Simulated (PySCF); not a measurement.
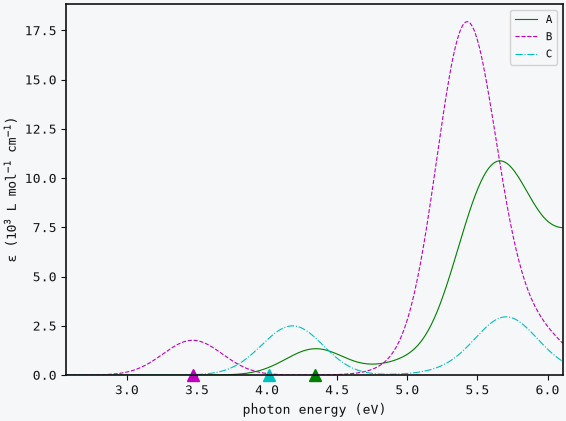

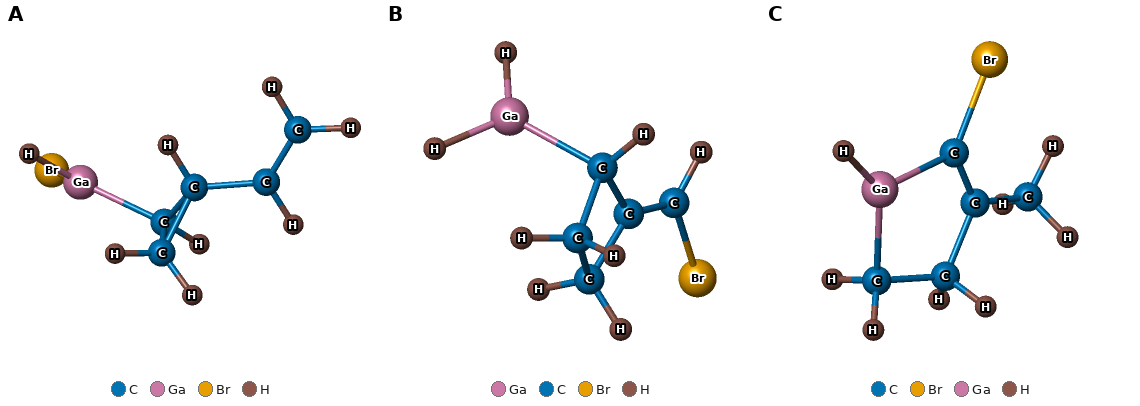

Related molecules: A is C₅H₈BrGa, SMILES C=C[C@@H]1C[C@H]1[GaH][Br], singlet; B is C₅H₈BrGa, SMILES [GaH2][C@H]1CC/C1=C\Br, singlet; C is C₅H₈BrGa, SMILES CC1=[C](Br)[GaH][CH2]C1, singlet. Vertical TDDFT absorption, B3LYP/def2-SVPD, PySCF, at a GFN2-xTB geometry (no frequency check); Gaussians of 1/e half-width 0.30 eV, triangles mark S1, and the range ends where the computed states of one molecule run out.

**How does the lowest singlet move?**

A: 4.34 eV (f = 0.025, mainly HOMO → LUMO (94 %)); B: 3.47 eV (f = 0.033, mainly HOMO → LUMO (98 %)); C: 4.02 eV (f = 0.006, mainly HOMO−1 → LUMO (70 %)). From A to B it shifts 0.88 eV to the red. From A to C it shifts 0.33 eV to the red; the leading orbital pair differs.

**And the brightest state of each within the range drawn?**

A: S4 at 5.74 eV, f = 0.12; B: S6 at 5.42 eV, f = 0.33; C: S5 at 5.69 eV, f = 0.05.

Limits of at least one run: core orbitals are frozen in the response; one conformer of a flexible molecule; spin-orbit coupling is left out, and with Br it can shift these levels and split any degenerate set; the tight-binding geometry is rougher than a DFT one and adds to the error.
